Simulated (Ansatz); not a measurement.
**Tc of Na (Im-3m) from its phonons**

Aim: the phonon-mediated transition temperature of Na (Im-3m) at ambient pressure, over a range of μ*. The cell shown first is a relaxed one, from steps not shown here.

Program: Ansatz 0.2.0. Level of theory: DFT PBE, scalar-relativistic, plane waves, PseudoDojo norm-conserving pseudopotentials, in the first sound run; inputs show where later runs differ. Results are calculated unless marked as measured.

## 1. The cell after earlier relaxation steps

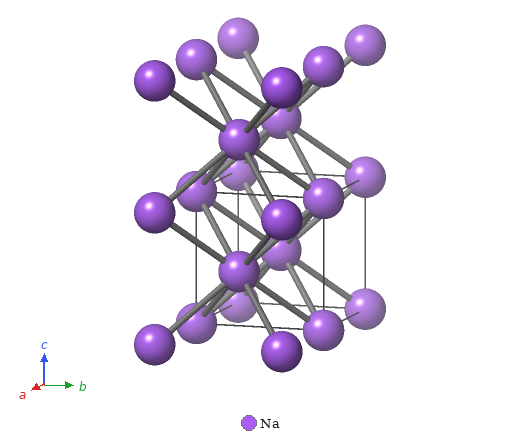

Start, viewed slightly off an axis; sodium purple. 2×1×2 cells are drawn. This picture shows the conventional cell, with its axes. Some periodic images of atoms are drawn too.

## 2. Coupling and resistivity: PseudoDojo files

The run that gives the couplings also evaluates McMillan's and Allen and Dynes's formulas and, where asked, the Eliashberg equations, over a range of μ*.

File input.yaml:

```yaml
crystal:
  lattice:
    - [-2.1007063591, 2.1007063591, 2.1007063591]
    - [2.1007063591, -2.1007063591, 2.1007063591]
    - [2.1007063591, 2.1007063591, -2.1007063591]
  atoms:
    - { symbol: Na, position: [0.0, 0.0, 0.0] }
kpoints:
  mp_grid: { grid: [12, 12, 12] }
hamiltonian:
  xc: pbe
  pseudopotentials: { kind: nc, accuracy: standard }
scf:
  occupations: { method: methfessel_paxton, width: 0.2 }
output:
  eigenvalues: true
phonons:
  method: dfpt
  qmesh: [4, 4, 4]
  temperatures: { t_max: 1000, t_step: 50 }
  qpath:
    path:
      - [[0.0, 0.0, 0.0], [0.5, -0.5, 0.5], [0.0, 0.0, 0.5], [0.0, 0.0, 0.0], [0.25, 0.25, 0.25], [0.5, -0.5, 0.5]]
      - [[0.25, 0.25, 0.25], [0.0, 0.0, 0.5]]
    npoints: 6
  electrical_resistivity:
    mesh: [20, 20, 20]
    temperatures: [20.0, 50.0, 80.0, 100.0, 150.0, 200.0, 273.0, 300.0, 400.0, 500.0, 600.0, 800.0]
  superconductivity: { mesh: [20, 20, 20], eliashberg_equations: false }
```

The run is started by

```
ansatz run input.yaml --threads 16 --pin off --max-ram 92160MiB --backend cuda --events-out ev --progress --plain --runs-dir out --max-vram 78GiB
```

Numbers of over 12 decimals in the logs are rounded to 6 here.

Output:

```text
Engine: ansatz 0.2.0, aarch64-unknown-linux-gnu
Pseudopotentials: kind: nc
Pseudopotential: Na, nc, valence charge 9, recommended cutoff 1197.300995 eV (normal), Na.nc.azcp (PseudoDojo's, or run here from an input of PseudoDojo's; its table is named by hamiltonian.pseudopotentials.accuracy)
Functional definition: PBE
  parameter kappa = 0.804
  parameter beta = 0.066725
  exchange = pbe_x(kappa = kappa, mu = beta*pi^2/3)
  correlation = pbe_c(beta = beta)
[...]
Crystal: 1 atoms, lattice volume = 37.081 Å³
Basis set: ecut = 1197.300995 eV, 3511 PW (Γ), exchange–correlation on 90×90×90 points (8 copies of the dense FFT grid, shifted against one another)
Bands: 9, of which v1, the nominal top of the filled ones, is band 5 counted from 1 (4 counted from 0)
Symmetry: 48 space group operations
k-points: 72 of 1728
Non-local potential: Na, projectors of the file, l = 0: 2, l = 1: 2
Initial density: superposition of atomic densities (chi_scale 0.1, normalization cell)
Initial wavefunctions: pseudopotential atomic-orbital guess
[...]
Functional: x = pbe(κ = 0.804, μ = 0.219515), c = pbe(β = 0.066725)
SCF iter   1: F=—  HF=-1243.943934 eV  |F-HF|=—  |Δ(HF+E_count)|=         —  Δρ=4.42e-3  dr2=1.19e-2  ethr=3.10e-3  ⟨swp⟩=4.4  Hψ=4396  notcnv=0
preconditioner: auto → Kerker (q_TF=auto, 2.155 Å⁻¹)  [metal: Δε(μ)=0.112 eV  Ē_g=7.856 eV  σ=0.200 eV  W_gap=0.45  n_scr=12 (ndim 8)  ℏωp=6.1 eV  f_vac=0.000  D(μ)=0.66/eV (n_scr^D=0)]
SCF iter   2: F=—  HF=-1243.942422 eV  |F-HF|=—  |Δ(HF+E_count)|=   1.51e-3  S|Δr|=    0.00e0  Δρ=2.79e-3  dr2=5.79e-3  ethr=1.32e-4  ⟨swp⟩=1.0  Hψ=1225  notcnv=0
[...]
SCF iter   8: F=-1243.941704 eV  HF=-1243.941704 eV  |F-HF|=2.27e-12  |Δ(HF+E_count)|=  1.91e-10  S|Δr|=    0.00e0  Δρ=1.06e-7  dr2=2.21e-12  ethr=1.00e-12  ⟨swp⟩=5.7  Hψ=2521  notcnv=0
SCF 1 converged in 8 iterations: F = -1243.941704 eV  dr2 = 2.21e-12
[...]
NSCF: frozen V_eff on 72 k-points, pencils in batches of 32, up to order 36
[...]
NSCF: frozen V_eff on 72 k-points
[...]
DFPT response loops at q = (0, 0, 0) (fractional): preconditioner auto → Kerker (q_TF=auto, 2.155 Å⁻¹) (partly filled bands, converged f_vac=0.000); β = 1.00, the filter's whole step (`scf.mixing.beta` (0.50) is not read by the response loops under this deck's `scf.mixing.preconditioner`; to damp them name `kerker` or `kerker_dos`, under which they read `scf.mixing.beta`, and type it under 1.00, their step now; both keys bind the ground state too); Anderson in place of MSR1; while a model of the screening serves, it and β = 1 on shorter waves in the place of filter and β
[...]
NSCF: frozen V_eff on 72 k-points
[...]
DFPT response loops at q = (0, 0, 0.25) (fractional): mixed as the last ones told, above
[...]
DFPT response loops at q = (0, 0, -0.5) (fractional): mixed as the last ones told, above
[...]
DFPT response loops at q = (0, 0.25, 0.25) (fractional): mixed as the last ones told, above
[...]
DFPT response loops at q = (0.25, 0.25, 0.25) (fractional): mixed as the last ones told, above
[...]
DFPT response loops at q = (0.25, 0.25, -0.25) (fractional): mixed as the last ones told, above
[...]
DFPT response loops at q = (0.25, -0.5, -0.5) (fractional): mixed as the last ones told, above
[...]
DFPT response loops at q = (-0.5, -0.5, -0.5) (fractional): mixed as the last ones told, above
[...]
SCF iter   1: F=—  HF=-1243.943934 eV  |F-HF|=—  |Δ(HF+E_count)|=         —  Δρ=4.42e-3  dr2=1.19e-2  ethr=3.10e-3  ⟨swp⟩=4.4  Hψ=4396  notcnv=0
SCF iter   2: F=—  HF=-1243.942422 eV  |F-HF|=—  |Δ(HF+E_count)|=   1.51e-3  S|Δr|=    0.00e0  Δρ=2.79e-3  dr2=5.79e-3  ethr=1.32e-4  ⟨swp⟩=1.0  Hψ=1225  notcnv=0
SCF iter   3: F=—  HF=-1243.941599 eV  |F-HF|=—  |Δ(HF+E_count)|=   8.22e-4  S|Δr|=    0.00e0  Δρ=6.77e-4  dr2=2.92e-4  ethr=6.43e-5  ⟨swp⟩=1.3  Hψ=705  notcnv=0
SCF iter   4: F=—  HF=-1243.941680 eV  |F-HF|=—  |Δ(HF+E_count)|=   8.06e-5  S|Δr|=    0.00e0  Δρ=1.01e-4  dr2=2.65e-6  ethr=3.24e-6  ⟨swp⟩=1.8  Hψ=838  notcnv=0
SCF iter   5: F=—  HF=-1243.941704 eV  |F-HF|=—  |Δ(HF+E_count)|=   2.36e-5  S|Δr|=    0.00e0  Δρ=4.75e-5  dr2=2.91e-7  ethr=2.94e-8  ⟨swp⟩=2.4  Hψ=959  notcnv=0
[...]
SCF 2 converged in 8 iterations: F = -1243.941704 eV  dr2 = 2.24e-12
[...]
SCF converged after 8 iterations
[...]
Hall coefficient in a weak field at 50 K (a third of the trace): -2.379e-10 m³/C (as a tensor it moves by 0.5 % between the two finest meshes); by each state's relaxation time: -2.488e-10 m³/C; by a constant relaxation time: -2.313e-10 m³/C
  mean free path at 80 K (of a tensor a third of its trace): 177 nm by what each carries, 173 by the Fermi surface alone
  Hall coefficient in a weak field at 80 K (a third of the trace): -2.343e-10 m³/C (as a tensor it moves by 0.2 % between the two finest meshes); by each state's relaxation time: -2.377e-10 m³/C; by a constant relaxation time: -2.311e-10 m³/C
  mean free path at 100 K (of a tensor a third of its trace): 126 nm by what each carries, 125 by the Fermi surface alone
  Hall coefficient in a weak field at 100 K (a third of the trace): -2.329e-10 m³/C (as a tensor it moves by 0.2 % between the two finest meshes); by each state's relaxation time: -2.345e-10 m³/C; by a constant relaxation time: -2.311e-10 m³/C
  mean free path at 150 K (of a tensor a third of its trace): 75.1 nm by what each carries, 74.6 by the Fermi surface alone
  Hall coefficient in a weak field at 150 K (a third of the trace): -2.314e-10 m³/C (as a tensor it moves by 0.2 % between the two finest meshes); by each state's relaxation time: -2.320e-10 m³/C; by a constant relaxation time: -2.311e-10 m³/C
  mean free path at 200 K (of a tensor a third of its trace): 54.2 nm by what each carries, 53.9 by the Fermi surface alone
  Hall coefficient in a weak field at 200 K (a third of the trace): -2.311e-10 m³/C (as a tensor it moves by 0.2 % between the two finest meshes); by each state's relaxation time: -2.315e-10 m³/C; by a constant relaxation time: -2.312e-10 m³/C
  mean free path at 273 K (of a tensor a third of its trace): 38.8 nm by what each carries, 38.6 by the Fermi surface alone
  Hall coefficient in a weak field at 273 K (a third of the trace): -2.310e-10 m³/C (as a tensor it moves by 0.3 % between the two finest meshes); by each state's relaxation time: -2.313e-10 m³/C; by a constant relaxation time: -2.312e-10 m³/C
  mean free path at 300 K (of a tensor a third of its trace): 35.1 nm by what each carries, 35.0 by the Fermi surface alone
  Hall coefficient in a weak field at 300 K (a third of the trace): -2.310e-10 m³/C (as a tensor it moves by 0.4 % between the two finest meshes); by each state's relaxation time: -2.313e-10 m³/C; by a constant relaxation time: -2.312e-10 m³/C
  mean free path at 400 K (of a tensor a third of its trace): 26.1 nm by what each carries, 26.0 by the Fermi surface alone
  Hall coefficient in a weak field at 400 K (a third of the trace): -2.310e-10 m³/C (as a tensor it moves by 0.4 % between the two finest meshes); by each state's relaxation time: -2.313e-10 m³/C; by a constant relaxation time: -2.313e-10 m³/C
  mean free path at 500 K (of a tensor a third of its trace): 20.8 nm by what each carries, 20.7 by the Fermi surface alone
  Hall coefficient in a weak field at 500 K (a third of the trace): -2.311e-10 m³/C (as a tensor it moves by 0.5 % between the two finest meshes); by each state's relaxation time: -2.314e-10 m³/C; by a constant relaxation time: -2.313e-10 m³/C
  mean free path at 600 K (of a tensor a third of its trace): 17.2 nm by what each carries, 17.2 by the Fermi surface alone
  Hall coefficient in a weak field at 600 K (a third of the trace): -2.312e-10 m³/C (as a tensor it moves by 0.5 % between the two finest meshes); by each state's relaxation time: -2.314e-10 m³/C; by a constant relaxation time: -2.314e-10 m³/C
  mean free path at 800 K (of a tensor a third of its trace): 12.9 nm by what each carries, 12.8 by the Fermi surface alone
  Hall coefficient in a weak field at 800 K (a third of the trace): -2.313e-10 m³/C (as a tensor it moves by 0.6 % between the two finest meshes); by each state's relaxation time: -2.314e-10 m³/C; by a constant relaxation time: -2.314e-10 m³/C
  the resistivity times a path that all electrons share, by the Fermi surface of the deck's mesh alone (a third of the trace): 1.417e-15 Ω·m²
  not converged in the mesh (λ; λ_tr; the resistivity at 20 K by 14.31 %; the resistivity at 50 K by 8.64 %; the resistivity at 80 K by 7.94 %; the resistivity at 100 K by 7.77 %; the resistivity at 150 K by 7.60 %; the resistivity at 200 K by 7.54 %; the resistivity at 273 K by 7.48 %; the resistivity at 300 K by 7.47 %; the resistivity at 400 K by 7.41 %; the resistivity at 500 K by 7.35 %; the resistivity at 600 K [...]
  vibrations of 64 cells: unjudged by the run; compare a larger repeat
  the changes of the potential over all sites missed a rigid shift's by 0.00 % (the site terms' by 0.00 %)
  at the force constants' own smearing the fine mesh and the k-points of their solves give squared frequencies that differ by 5.6 % of the larger at the most, at (0, 0, 0.25)
--- Superconductivity: potentials and phonons of a 4×4×4 supercell ---
  pairing by harmonic phonons, in the closed forms alone; spin fluctuations are left out, and so is spin–orbit coupling
           mesh         λ    ħω_log (meV)  μ* declared at (meV)
       20×20×20    0.1937          11.061               12.363
       10×10×10    0.2020          11.192               12.397
          5×5×5    0.1875          11.830               12.720
  λ by the species' shares of the modes' patterns: Na 0.1937
  transition temperature on the deck's mesh (K), isotropic and anisotropic, restricted to the Fermi surface (FSR) and over the full bandwidth (FBW), and the last with the density of states resolved in a narrower window:
        μ*   McMillan   Allen–Dynes      iso. FSR      iso. FBW    aniso. FSR    aniso. FBW  narrow window
      0.08      0.001         0.001             -             -             -             -              -
      0.10      0.000         0.000             -             -             -             -              -
      0.12      0.000         0.000             -             -             -             -              -
      0.13      0.000         0.000             -             -             -             -              -
      0.14      0.000         0.000             -             -             -             -              -
      0.16      0.000         0.000             -             -             -             -              -
      0.20          -             -             -             -             -             -              -
  not judged without the Eliashberg equations: between neighbouring meshes, the two finest first, λ moves by 4.32 % and 7.21 %
  vibrations of 64 cells: unjudged by the run; compare a larger repeat
  the changes of the potential over all sites missed a rigid shift's by 0.00 % (the site terms' by 0.00 %)
  at the force constants' own smearing the fine mesh and the k-points of their solves give squared frequencies that differ by 5.6 % of the larger at the most, at (0, 0, 0.25)
```

Elapsed: 26 s, on 1 × NVIDIA GB200 with 16 threads of Arm Neoverse V2, shared host; peak memory 3.9 GiB; 3.6 min of CPU time.

Reading the cycles: dr2 is the Hartree energy of the density residual (eV), the measure of convergence; HF is the Harris–Foulkes estimate of the energy, which meets the free energy F at convergence.

Numbers from this step:

```yaml
volume_per_atom: 37.08 Å³/atom
metallic_on_mesh: yes
gap_on_the_k_mesh: 0 eV
zero_point_energy: 0.01580 eV/cell
share_of_imaginary_modes_in_the_plain_interpolation_between_solved_wavevectors: 0
highest_frequency_solved_or_plainly_interpolated: 126.8 cm⁻¹
debye_temperature_second_moment: 167 K
resistivity_at_300_k: 4.05 μΩ cm
coupling_constant_lambda: 0.1937
density_of_states_at_the_fermi_level: 0.2368 states/eV a spin and cell
log_mean_phonon_energy_omega_log: 11.06 meV
transport_coupling_constant_lambda_tr: 0.1227, 0.1227, 0.1227 (xx, yy, zz)
drude_plasma_energy: 5.98, 5.98, 5.98 eV (xx, yy, zz)
resistivity_times_mean_free_path: 14.17, 14.17, 14.17 × 10⁻¹⁶ Ω m² (xx, yy, zz)
second_moment_phonon_energy_omega: 12.36 meV
coupling_lambda_by_branch: 0.0421, 0.0259, 0.126 (branches by rank of frequency)
```

An empty cell: under 1 mK by a formula, or no transition down to the floor of the Eliashberg search. Transition temperatures:

```
  μ*  McMillan Tc (K)  Allen–Dynes Tc (K)
0.08                -                   -
 0.1                -                   -
0.12                -                   -
0.13                -                   -
0.14                -                   -
0.16                -                   -
 0.2                -                   -
```

## 3. Electron–phonon run: finite displacements

Finite displacements in a supercell are the other road to force constants and couplings; here with the base functional.

This step: DFT PBE, scalar-relativistic, plane waves, PAW; PAW set soft_1 (Ansatz 0.2.0).

Edit input.yaml of step 2 so:

```diff
@@ -2,5 +2,5 @@
   lattice:
-    - [-2.1007063591, 2.1007063591, 2.1007063591]
-    - [2.1007063591, -2.1007063591, 2.1007063591]
-    - [2.1007063591, 2.1007063591, -2.1007063591]
+    - [-2.0969075415, 2.0969075415, 2.0969075415]
+    - [2.0969075415, -2.0969075415, 2.0969075415]
+    - [2.0969075415, 2.0969075415, -2.0969075415]
   atoms:
@@ -11,3 +11,3 @@
   xc: pbe
-  pseudopotentials: { kind: nc, accuracy: standard }
+  pseudopotentials: { kind: paw, azcp: { folder: soft_1 } }
 scf:
@@ -17,4 +17,4 @@
 phonons:
-  method: dfpt
-  qmesh: [4, 4, 4]
+  method: fd
+  supercell: [4, 4, 4]
   temperatures: { t_max: 1000, t_step: 50 }
```

Output:

```text
[...]
Crystal: 64 atoms, lattice volume = 2360.358 Å³
Basis set: ecut = 420 eV, 46049 PW (Γ), exchange–correlation on 200×200×200 points (8 copies of the dense FFT grid, shifted against one another)
Bands: 576, of which v1, the nominal top of the filled ones, is band 288 counted from 1 (287 counted from 0)
Symmetry: 3072 space group operations
k-points: 4 of 27
[...]
SCF iter   1: F=—  HF=-95130.550449 eV  |F-HF|=—  |Δ(HF+E_count)|=         —  Δρ=1.10e-8  dr2=1.07e-12  ethr=1.00e-12  ⟨swp⟩=3.0  Hψ=5001  notcnv=0
[...]
SCF iter   2: F=-95130.550449 eV  HF=-95130.550449 eV  |F-HF|=1.16e-10  |Δ(HF+E_count)|=  1.02e-10  S|Δr|=    0.00e0  Δρ=4.88e-9  dr2=2.57e-13  ethr=1.00e-12  ⟨swp⟩=2.0  Hψ=3486  notcnv=0
SCF 1 converged in 2 iterations: F = -95130.550449 eV  dr2 = 2.57e-13
[...]
Symmetry: 8 space group operations
k-points: 6 of 27 (time reversal used)
[...]
iter 1 solved again at ethr=8.36e-10 eV; its pass at ethr=3.10e-3 eV (dr2=4.81e-6 eV) is discarded
[...]
SCF iter   7: F=-95130.550447 eV  HF=-95130.550447 eV  |F-HF|=2.91e-11  |Δ(HF+E_count)|=  1.46e-11  S|Δr|=    0.00e0  Δρ=6.19e-9  dr2=1.12e-12  ethr=1.00e-12  ⟨swp⟩=4.8  Hψ=8815  notcnv=0
SCF 2 converged in 7 iterations: F = -95130.550447 eV  dr2 = 1.12e-12
[...]
Crystal: 1 atoms, lattice volume = 36.881 Å³
Basis set: ecut = 420 eV, 683 PW (Γ), exchange–correlation on 50×50×50 points (8 copies of the dense FFT grid, shifted against one another)
Bands: 9, of which v1, the nominal top of the filled ones, is band 5 counted from 1 (4 counted from 0)
[...]
SCF iter   1: F=—  HF=-1486.416865 eV  |F-HF|=—  |Δ(HF+E_count)|=         —  Δρ=4.31e-3  dr2=1.20e-2  ethr=3.10e-3  ⟨swp⟩=4.7  Hψ=4046  notcnv=0
[...]
SCF iter   7: F=—  HF=-1486.414851 eV  |F-HF|=—  |Δ(HF+E_count)|=   1.12e-8  S|Δr|=    0.00e0  Δρ=1.37e-6  dr2=4.34e-10  ethr=1.82e-10  ⟨swp⟩=2.0  Hψ=905  notcnv=0
[...]
SCF 3 converged in 8 iterations: F = -1486.414851 eV  dr2 = 5.02e-12
[...]
SCF converged after 2 iterations
[...]
vibrations of 64 cells: unjudged by the run; compare a larger repeat
[...]
--- Superconductivity: potentials and phonons of a 4×4×4 supercell ---
[...]
mesh         λ    ħω_log (meV)  μ* declared at (meV)
       20×20×20    0.1906          11.132               12.445
       10×10×10    0.1988          11.263               12.478
          5×5×5    0.1844          11.905               12.805
  λ by the species' shares of the modes' patterns: Na 0.1906
[...]
0.08      0.001         0.001             -             -             -             -              -
      0.10      0.000         0.000             -             -             -             -              -
      0.12      0.000         0.000             -             -             -             -              -
      0.13      0.000         0.000             -             -             -             -              -
      0.14      0.000         0.000             -             -             -             -              -
      0.16      0.000         0.000             -             -             -             -              -
      0.20          -             -             -             -             -             -              -
[...]
vibrations of 64 cells: unjudged by the run; compare a larger repeat
[...]
```

Elapsed: 17 s, on 1 × NVIDIA GB200 with 16 threads; peak memory 3.7 GiB; 2.3 min of CPU time.

Numbers from this step:

* volume per atom: 36.88 Å³/atom
* zero-point energy: 0.01589 eV/cell
* highest frequency, solved or plainly interpolated: 127.7 cm⁻¹
* Debye temperature (second moment): 168 K
* resistivity at 300 K: 3.953 μΩ cm
* coupling constant λ: 0.1906
* density of states at the Fermi level: 0.2362 states/eV a spin and cell
* log mean phonon energy ħω_log: 11.13 meV
* transport coupling constant λ_tr: 0.1203, 0.1203, 0.1203 (xx, yy, zz)
* Drude plasma energy: 5.992, 5.992, 5.992 eV (xx, yy, zz)
* resistivity times mean free path: 14.12, 14.12, 14.12 × 10⁻¹⁶ Ω m² (xx, yy, zz)
* second-moment phonon energy ħω₂: 12.45 meV
* coupling λ by branch: 0.0412, 0.0253, 0.124 (branches by rank of frequency)

An empty cell: under 1 mK by a formula, or no transition down to the floor of the Eliashberg search. Transition temperatures:

```
  μ*  McMillan Tc (K)  Allen–Dynes Tc (K)
0.08                -                   -
 0.1                -                   -
0.12                -                   -
0.13                -                   -
0.14                -                   -
0.16                -                   -
 0.2                -                   -
```

(Continued in part 2 of 2.)

[Logs are printed without paths, hosts, clocks, repeated set-up lines and the standing remarks that a program may print on its own settings, such as how far it seeks lower states.]

[Hosts, paths, dates, database ids (printed as entryN), source tags and the programs' standing remarks are cut or masked in the printed files.]
